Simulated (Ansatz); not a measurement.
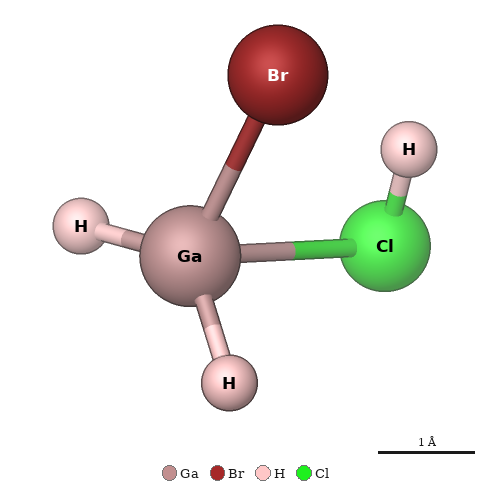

Depth is shown by fading: the farther an atom, the more it takes the colour of the background. The computed structure is the end point of a PBE0-D4/def2-TZVP optimisation. Masses are those of the most abundant isotopes; constants are for the rigid equilibrium geometry.

### What kind of rotor is it, and what are its rotational constants in GHz?

An asymmetric top (Cs): A = 3.42, B = 1.58, C = 1.10 GHz. Ray's parameter κ is −0.59, nearer the prolate limit.
